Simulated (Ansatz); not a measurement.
# The puckered PAs bilayer (AB) between two gates, part 2 of 3

Aim: screening and gap of the neutral puckered PAs bilayer (AB) between oppositely charged gates.

Ansatz 0.2.0; plane-wave DFT, PBE-D3(BJ), Ansatz PAW.

So far. Step 2 (Relaxing the slab): The lattice constant a goes from 4.690 to 4.274 Å.

**3. Gated layer, displacement field 0, start network**

The slab is cut off from its images along the normal. Two sheets of opposite charge stand for the gates, so the stack stays neutral in a displacement field; barriers ahead of the sheets keep electrons from leaking to them. The uncharged case sets the zero.

The cell differs from the one that the last finished run ended in (c 46.820 → 45.673 Å).

input.yaml

```yaml
crystal:
  lattice:
    - [4.2735511435, 0.0, 0.0]
    - [0.0, 3.538840831, 0.0]
    - [0.0, 0.0, 45.6727588107]
  atoms:
    - { symbol: P, position: [0.0660404991, 0.0, 0.419231157] }
    - { symbol: As, position: [0.4355051575, 0.5, 0.414908153] }
    - { symbol: As, position: [0.9342444757, 0.0, 0.4695352018] }
    - { symbol: P, position: [0.5642098678, 0.5, 0.4652929062] }
    - { symbol: P, position: [0.0642098678, 0.5, 0.5347070938] }
    - { symbol: As, position: [0.4342444757, 0.0, 0.5304647982] }
    - { symbol: As, position: [0.9355051575, 0.5, 0.585091847] }
    - { symbol: P, position: [0.5660404991, 0.0, 0.580768843] }
  periodic: [true, true, false]
  symmetry: { detect: true }
kpoints:
  mp_grid: { grid: [16, 20, 1] }
  band_path:
    path:
      - [0, 0, 0]
      - [0.5, 0, 0]
      - [0.5, 0.5, 0]
      - [0, 0, 0]
      - [0, 0.5, 0]
      - [0.5, 0.5, 0]
    npoints: 16
hamiltonian:
  xc: pbe
  dispersion: d3bj
scf:
  occupations: { method: fermi_dirac, width: 0.02585 }
  convergence: { dr2_threshold: 1.0e-10 }
output:
  forces: true
  eigenvalues: true
  dos: { projected: true, e_range: [-3, 3], de: 0.01 }
  write_potential: true
  write_density: true
  volumetric_format: npy
  elf: true
external_charges:
  - { charge: 0, barrier: 10, axis: 3, height: 30.223, sigma: 0.25 }
  - { charge: 0, barrier: 10, axis: 3, height: 15.45, sigma: 0.25 }
```

Started as:

```sh
> ansatz run input.yaml --threads 4 --pin off --max-ram 8192MiB --backend cpu --events-out ev --progress --plain --runs-dir out
```

Numbers of over 12 decimals in the logs are rounded to 6 here.

The log of the run:

```text
[...]
Crystal: 8 atoms, lattice volume = 690.728 Å³
Basis set: ecut = 420 eV, 13465 PW (Γ), exchange–correlation on 60×48×640 points (8 copies of the dense FFT grid, shifted against one another)
Bands: 48, of which v1, the nominal top of the filled ones, is band 40 counted from 1 (39 counted from 0)
Symmetry: 2 space group operations
k-points: 99 of 320 (time reversal used)
[...]
SCF iter   1: F=—  HF=-22449.240972 eV  |F-HF|=—  |Δ(HF+E_count)|=         —  Δρ=1.35e-3  dr2=4.83e-2  ethr=1.77e-3  ⟨swp⟩=13.7  Hψ=29831  notcnv=0  defer=8
[...]
SCF iter  13: F=-22449.236093 eV  HF=-22449.236093 eV  |F-HF|=2.91e-11  |Δ(HF+E_count)|=  1.96e-10  Δρ=2.92e-8  dr2=9.74e-12  ethr=1.00e-12  ⟨swp⟩=19.2  Hψ=40678  notcnv=0
SCF 1 converged in 13 iterations: F = -22449.236093 eV  dr2 = 9.74e-12
[...]
NSCF: frozen V_eff on 81 k-points
SCF converged after 13 iterations
Free energy (F): -22449.236093 eV
[...]
Internal energy: -22449.236083 eV  (E = F + TS)
E sigma→0 (E₀):  -22449.236088 eV
Entropy (-TS):   -0.000010 eV (-0.001 meV/atom)
Fermi energy:    -4.068165 eV
[...]
--- Forces (eV/Å), atoms and charges each counted from 1 ---
  atom   1  P     -0.00316421     0.00000000     0.00214546
  atom   2  As     0.00392808     0.00000000     0.00977681
  atom   3  As     0.00137645     0.00000000    -0.00224929
  atom   4  P     -0.00214028     0.00000000    -0.00092834
  atom   5  P     -0.00213954     0.00000000     0.00092806
  atom   6  As     0.00137648     0.00000000     0.00224890
  atom   7  As     0.00392682     0.00000000    -0.00977072
  atom   8  P     -0.00316367     0.00000000    -0.00214343
  external charge   1     0.00000000     0.00000000     0.01092181
  external charge   2     0.00000000     0.00000000    -0.01092934
  max |Σ_I F_I| component, the external charges' with the atoms': 1.17e-7 eV/Å
--- Band table (eV; the first three rows and the last of 99) ---
  k-point 0: bands = [... 36 lower, -6.3419, -6.0391, -4.9476, -4.5819, -3.8527, -3.0267, -2.9308, -2.6634, ... 4 higher]
  k-point 1: bands = [... 36 lower, -6.3984, -6.1694, -4.9334, -4.5837, -3.8495, -2.9718, -2.7397, -2.5066, ... 4 higher]
  k-point 2: bands = [... 36 lower, -6.4616, -6.3354, -4.9290, -4.6153, -3.8395, -2.8807, -2.2122, -2.0231, ... 4 higher]
  k-point 98: bands = [... 36 lower, -6.3308, -6.3308, -6.2837, -6.2837, -2.0342, -2.0342, -2.0203, -2.0203, ... 4 higher]
```

Wall time 91 s (4 threads of AMD EPYC 9R14 (Zen 4), shared host); peak memory 3 GiB.

Numbers from this step:

| Item | Value |
| --- | --- |
| gap along the path | 0.3433 eV |
| smallest direct gap along the path | 0.7293 eV |
| gap, the smaller of path and mesh | 0.3390 eV |
| potential beyond the upper barrier and gate, less the barrier, from the Fermi level | 4.068 eV |

Running mean over a fixed 2.7 Å (it still follows the layers) of the planar mean; beyond a gate it holds the 10 eV model barrier. Table of electron's electrostatic potential energy less the Fermi level by z:

```
z (Å)  electron's electrostatic potential energy less the Fermi level (eV)
    5                                                                 14.1
   10                                                                 14.1
   15                                                                 10.7
   20                                                                -6.30
   25                                                                -5.77
   30                                                                 8.23
   35                                                                 14.1
   40                                                                 14.1
```

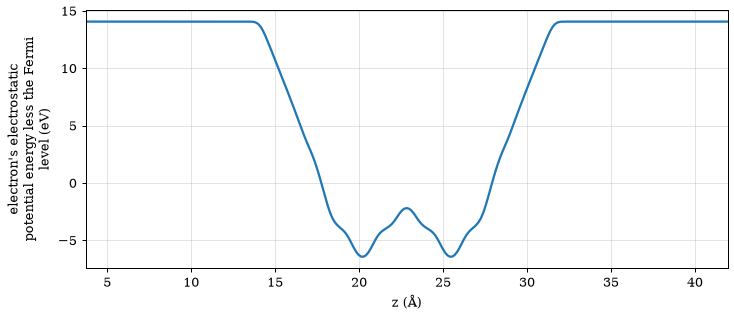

Electron's electrostatic potential energy less the Fermi level, plotted against z.

The density of states has structure finer than the step of the table below, so its rows give means over 0.2 eV, whole bins alone (the curve runs from -3 to 1.23 eV). Peaks (eV: height): -2.77: 5.17, -2.31: 7.99, -2.04: 7.33, -1.56: 4.98, -1.29: 6.84, 0.76: 4.49, 1.11: 5.12.

The density of states by energy, zero at the Fermi level of the run, which the smearing sets inside the gap; means over each step:

```
energy (eV)  density of states (states/eV a cell)
       -2.8                                  4.85
       -2.6                                  4.26
       -2.4                                  5.25
       -2.2                                  6.16
       -2.0                                  5.98
       -1.8                                  5.09
       -1.6                                  4.29
       -1.4                                  3.77
       -1.2                                  3.50
       -1.0                                  2.39
       -0.8                                  1.69
       -0.6                                  1.28
       -0.4                                 0.577
       -0.2                                0.0811
        0.0                                     0
        0.2                                 0.566
        0.4                                  1.48
        0.6                                  2.83
        0.8                                  3.59
        1.0                                  3.44
```

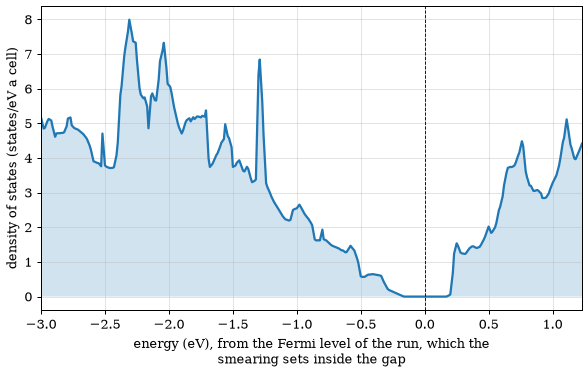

Density of states against energy.

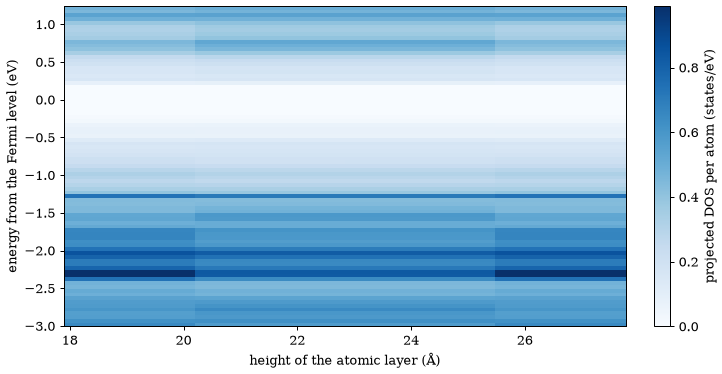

Projected DOS per atom over height of the atomic layer and energy from the Fermi level. Layers: AsP AsP AsP AsP from below.

Electronic bands along the path, in eV, zero at the Fermi level of the run, which the smearing sets inside the gap:

| point | band 37 | band 38 | band 39 | band 40 | band 41 | band 42 | band 43 | band 44 |
| --- | --- | --- | --- | --- | --- | --- | --- | --- |
| Γ | -2.27 | -1.97 | -0.88 | -0.51 | 0.22 | 1.04 | 1.14 | 1.40 |
| X | -1.23 | -1.23 | -0.94 | -0.94 | 1.17 | 1.17 | 1.37 | 1.37 |
| S | -2.26 | -2.26 | -2.22 | -2.22 | 2.03 | 2.03 | 2.05 | 2.05 |
| Γ | -2.27 | -1.97 | -0.88 | -0.51 | 0.22 | 1.04 | 1.14 | 1.40 |
| Y | -2.56 | -2.45 | -2.35 | -2.29 | 0.76 | 0.83 | 0.84 | 0.91 |
| S | -2.26 | -2.26 | -2.22 | -2.22 | 2.03 | 2.03 | 2.05 | 2.05 |

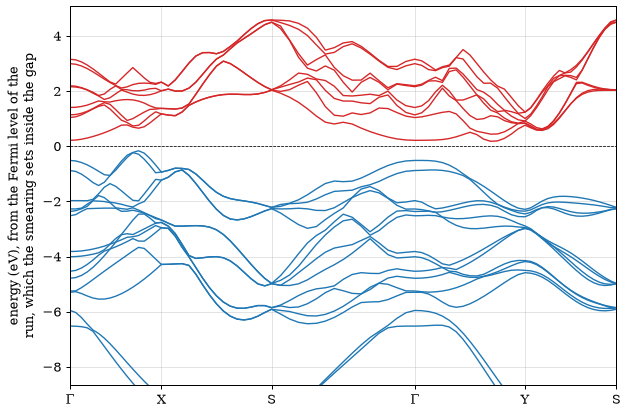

Electronic bands along the path; lines of filled and empty bands in two colours.

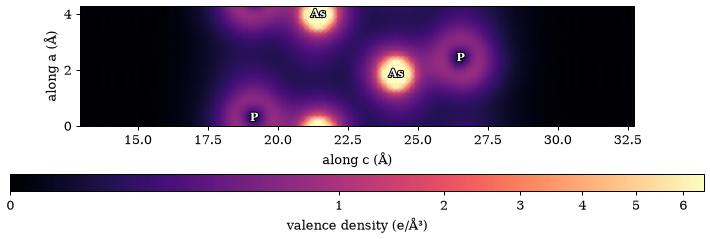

Valence density in the ca plane at fractional y = 0.000, with atoms of P and As within 0.2 Å of it. It is the smooth field of the valence electrons, not physical close to the nuclei. The colour scale is stretched toward low values. The far vacuum is left out of the map.

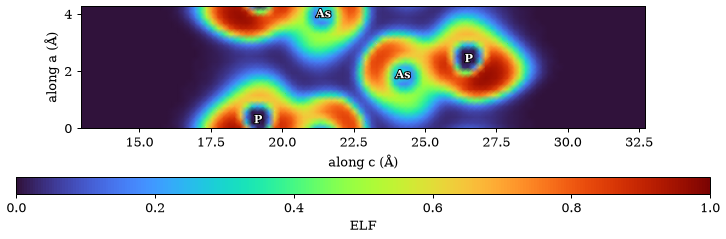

ELF in the ca plane at fractional y = 0.000, with atoms of P and As within 0.2 Å of it. It is the smooth field of the valence electrons, not physical close to the nuclei. The far vacuum is left out of the map.

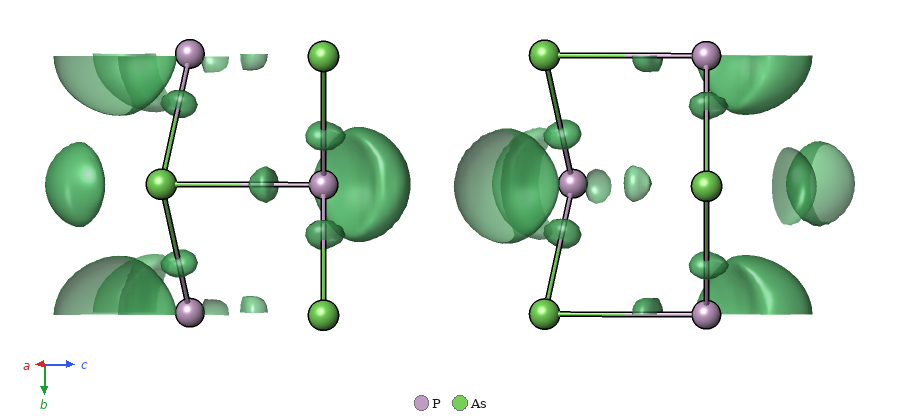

Surface of ELF = 0.85.

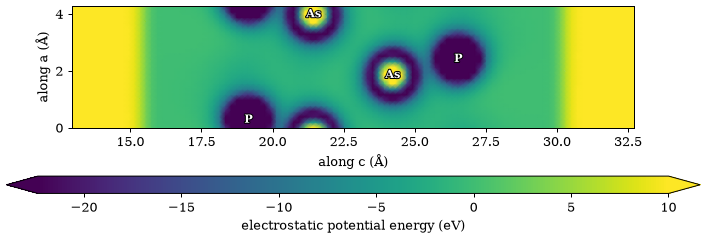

Electrostatic potential energy in the ca plane at fractional y = 0.000, with atoms of P and As within 0.2 Å of it. With pseudopotentials it is smooth inside the atoms' cores, unlike the true potential. The far vacuum is left out of the map.

The gap, the smaller of path and mesh, is 0.339 eV.

**4. Gated layer, displacement field 0.905 V/nm**

input.yaml: that of step 3 with these lines changed.

```diff
@@ -36,3 +36,2 @@
   eigenvalues: true
-  dos: { projected: true, e_range: [-3, 3], de: 0.01 }
   write_potential: true
@@ -40,5 +39,6 @@
   volumetric_format: npy
-  elf: true
 external_charges:
   - { charge: 0, barrier: 10, axis: 3, height: 30.223, sigma: 0.25 }
+  - { charge: -0.007562, axis: 3, height: 31.723, sigma: 0.5 }
   - { charge: 0, barrier: 10, axis: 3, height: 15.45, sigma: 0.25 }
+  - { charge: 0.007562, axis: 3, height: 13.95, sigma: 0.5 }
```

The log of the run:

```text
[...]
Crystal: 8 atoms, lattice volume = 690.728 Å³
Basis set: ecut = 420 eV, 13465 PW (Γ), exchange–correlation on 60×48×640 points (8 copies of the dense FFT grid, shifted against one another)
Bands: 48, of which v1, the nominal top of the filled ones, is band 40 counted from 1 (39 counted from 0)
Symmetry: 2 space group operations
k-points: 99 of 320 (time reversal used)
[...]
SCF iter  17: F=-22449.233559 eV  HF=-22449.233559 eV  |F-HF|=8.73e-11  |Δ(HF+E_count)|=  7.28e-11  Δρ=2.79e-8  dr2=7.33e-12  ethr=1.00e-12  ⟨swp⟩=20.4  Hψ=36656  notcnv=0
SCF 1 converged in 17 iterations: F = -22449.233559 eV  dr2 = 7.33e-12
[...]
SCF converged after 17 iterations
Free energy (F): -22449.233559 eV
[...]
Internal energy: -22449.233549 eV  (E = F + TS)
E sigma→0 (E₀):  -22449.233554 eV
Entropy (-TS):   -0.000010 eV (-0.001 meV/atom)
Fermi energy:    -4.067927 eV
[...]
--- Forces (eV/Å), atoms and charges each counted from 1 ---
  atom   1  P     -0.00150802     0.00000000    -0.00449646
  atom   2  As    -0.00033702     0.00000000     0.01280810
  atom   3  As     0.00237442     0.00000000     0.00299173
  atom   4  P     -0.00248260     0.00000000    -0.00212452
  atom   5  P     -0.00177470     0.00000000    -0.00059354
  atom   6  As     0.00031928     0.00000000     0.00719018
  atom   7  As     0.00815037     0.00000000    -0.00611882
  atom   8  P     -0.00474163     0.00000000    -0.00841833
  external charge   1     0.00000000     0.00000000     0.01032683
  external charge   2     0.00000000     0.00000000    -0.00034234
  external charge   3     0.00000000     0.00000000    -0.01156494
  external charge   4     0.00000000     0.00000000     0.00034182
  max |Σ_I F_I| component, the external charges' with the atoms': 2.97e-7 eV/Å
--- Band table (eV; the first three rows and the last of 99) ---
  k-point 0: bands = [... 36 lower, -6.3434, -6.0387, -4.9488, -4.5820, -3.8535, -3.0276, -2.9313, -2.6632, ... 4 higher]
  k-point 1: bands = [... 36 lower, -6.4000, -6.1687, -4.9345, -4.5837, -3.8503, -2.9721, -2.7411, -2.5061, ... 4 higher]
  k-point 2: bands = [... 36 lower, -6.4632, -6.3341, -4.9302, -4.6151, -3.8404, -2.8808, -2.2141, -2.0223, ... 4 higher]
  k-point 98: bands = [... 36 lower, -6.3498, -6.3129, -6.3008, -6.2676, -2.0545, -2.0380, -2.0151, -2.0038, ... 4 higher]
```

The job ended after 97 s (4 threads; peak memory 2.5 GiB; 6.4 min of CPU time).

Numbers from this step:

```
gap along the path                                                                  : 0.3404 eV
smallest direct gap along the path                                                  : 0.7285 eV
gap, the smaller of path and mesh                                                   : 0.3360 eV
potential beyond the upper barrier and gate, less the barrier, from the Fermi level : 4.429 eV
```

The electronic bands at the labelled points (eV, zero at the Fermi level of the run, which the smearing sets inside the gap):

```csv
point,band 37,band 38,band 39,band 40,band 41,band 42,band 43,band 44
Γ,-2.28,-1.97,-0.88,-0.51,0.21,1.04,1.14,1.40
X,-1.23,-1.23,-0.94,-0.93,1.17,1.18,1.37,1.38
S,-2.28,-2.24,-2.23,-2.20,2.01,2.03,2.05,2.06
Γ,-2.28,-1.97,-0.88,-0.51,0.21,1.04,1.14,1.40
Y,-2.56,-2.46,-2.35,-2.29,0.76,0.83,0.84,0.91
S,-2.28,-2.24,-2.23,-2.20,2.01,2.03,2.05,2.06
```

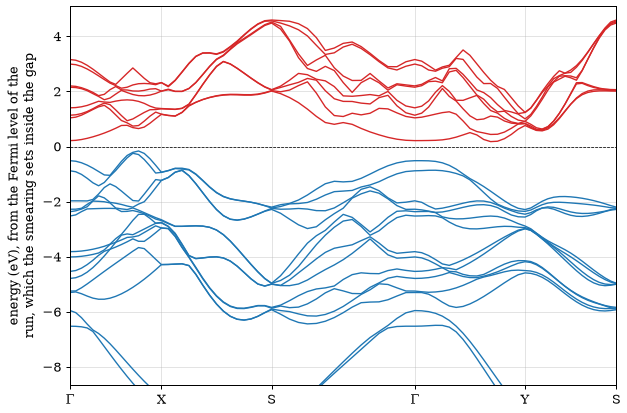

Electronic bands along the path; lines of filled and empty bands in two colours.

The gap, the smaller of path and mesh, is 0.336 eV.

**5. Gated layer, displacement field 1.81 V/nm**

input.yaml: that of step 4 with these lines changed.

```diff
@@ -41,4 +41,4 @@
   - { charge: 0, barrier: 10, axis: 3, height: 30.223, sigma: 0.25 }
-  - { charge: -0.007562, axis: 3, height: 31.723, sigma: 0.5 }
+  - { charge: -0.015123, axis: 3, height: 31.723, sigma: 0.5 }
   - { charge: 0, barrier: 10, axis: 3, height: 15.45, sigma: 0.25 }
-  - { charge: 0.007562, axis: 3, height: 13.95, sigma: 0.5 }
+  - { charge: 0.015123, axis: 3, height: 13.95, sigma: 0.5 }
```

The log of the run:

```text
[...]
Crystal: 8 atoms, lattice volume = 690.728 Å³
Basis set: ecut = 420 eV, 13465 PW (Γ), exchange–correlation on 60×48×640 points (8 copies of the dense FFT grid, shifted against one another)
Bands: 48, of which v1, the nominal top of the filled ones, is band 40 counted from 1 (39 counted from 0)
Symmetry: 2 space group operations
k-points: 99 of 320 (time reversal used)
[...]
--- Band table (eV; the first three rows and the last of 99) ---
  k-point 0: bands = [... 36 lower, -6.3477, -6.0373, -4.9522, -4.5823, -3.8560, -3.0304, -2.9330, -2.6624, ... 4 higher]
  k-point 1: bands = [... 36 lower, -6.4047, -6.1667, -4.9381, -4.5837, -3.8529, -2.9731, -2.7452, -2.5047, ... 4 higher]
  k-point 2: bands = [... 36 lower, -6.4665, -6.3305, -4.9341, -4.6146, -3.8431, -2.8813, -2.2196, -2.0201, ... 4 higher]
  k-point 98: bands = [... 36 lower, -6.3697, -6.3189, -6.2959, -6.2525, -2.0759, -2.0568, -1.9971, -1.9884, ... 4 higher]
[key lines of the parts left out:]
SCF converged after 16 iterations
Free energy (F): -22449.225958 eV
Fermi energy:    -4.067385 eV
```

It took 95 s on 4 threads; peak memory 2.5 GiB.

Electronic bands along the path, in eV, zero at the Fermi level of the run, which the smearing sets inside the gap:

| point | band 37 | band 38 | band 39 | band 40 | band 41 | band 42 | band 43 | band 44 |
| --- | --- | --- | --- | --- | --- | --- | --- | --- |
| Γ | -2.28 | -1.97 | -0.88 | -0.51 | 0.21 | 1.04 | 1.13 | 1.41 |
| X | -1.24 | -1.23 | -0.94 | -0.93 | 1.16 | 1.17 | 1.37 | 1.39 |
| S | -2.30 | -2.25 | -2.23 | -2.19 | 1.99 | 2.01 | 2.07 | 2.08 |
| Γ | -2.28 | -1.97 | -0.88 | -0.51 | 0.21 | 1.04 | 1.13 | 1.41 |
| Y | -2.56 | -2.46 | -2.35 | -2.28 | 0.76 | 0.82 | 0.83 | 0.91 |
| S | -2.30 | -2.25 | -2.23 | -2.19 | 1.99 | 2.01 | 2.07 | 2.08 |

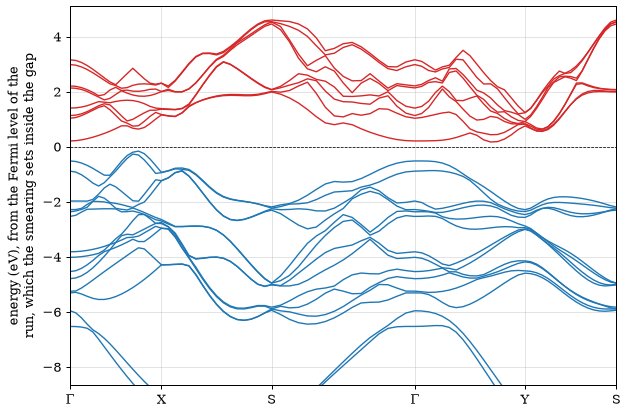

Electronic bands along the path; lines of filled and empty bands in two colours.

The gap, the smaller of path and mesh, is 0.328 eV.

**6. Gated layer, displacement field 2.71 V/nm**

input.yaml: that of step 5 with these lines changed.

```diff
@@ -41,4 +41,4 @@
   - { charge: 0, barrier: 10, axis: 3, height: 30.223, sigma: 0.25 }
-  - { charge: -0.015123, axis: 3, height: 31.723, sigma: 0.5 }
+  - { charge: -0.022685, axis: 3, height: 31.723, sigma: 0.5 }
   - { charge: 0, barrier: 10, axis: 3, height: 15.45, sigma: 0.25 }
-  - { charge: 0.015123, axis: 3, height: 13.95, sigma: 0.5 }
+  - { charge: 0.022685, axis: 3, height: 13.95, sigma: 0.5 }
```

The log of the run:

```text
[...]
Crystal: 8 atoms, lattice volume = 690.728 Å³
Basis set: ecut = 420 eV, 13465 PW (Γ), exchange–correlation on 60×48×640 points (8 copies of the dense FFT grid, shifted against one another)
Bands: 48, of which v1, the nominal top of the filled ones, is band 40 counted from 1 (39 counted from 0)
Symmetry: 2 space group operations
k-points: 99 of 320 (time reversal used)
[...]
--- Band table (eV; the first three rows and the last of 99) ---
  k-point 0: bands = [... 36 lower, -6.3547, -6.0353, -4.9579, -4.5828, -3.8601, -3.0350, -2.9356, -2.6612, ... 4 higher]
  k-point 1: bands = [... 36 lower, -6.4084, -6.1637, -4.9439, -4.5839, -3.8571, -2.9747, -2.7518, -2.5026, ... 4 higher]
  k-point 2: bands = [... 36 lower, -6.4664, -6.3252, -4.9403, -4.6138, -3.8477, -2.8821, -2.2284, -2.0167, ... 4 higher]
  k-point 98: bands = [... 36 lower, -6.3906, -6.3380, -6.2800, -6.2385, -2.0984, -2.0767, -1.9803, -1.9742, ... 4 higher]
[key lines of the parts left out:]
SCF converged after 16 iterations
Free energy (F): -22449.213291 eV
Fermi energy:    -4.066983 eV
```

The job ended after 94 s (4 threads; peak memory 2.5 GiB).

The gap, the smaller of path and mesh, is 0.315 eV.

[end of part 2 of 3]

[Logs are printed without paths, hosts, clocks, repeated set-up lines and the standing remarks that a program may print on its own settings, such as how far it seeks lower states.]

[Hosts, paths, dates, database ids (printed as entryN), source tags and the programs' standing remarks are cut or masked in the printed files.]

[Maps of the electrostatic potential energy from Ansatz leave out the sawtooth potential of an applied field or a dipole correction, so their vacuum need not be flat; planar profiles and work functions include it.]
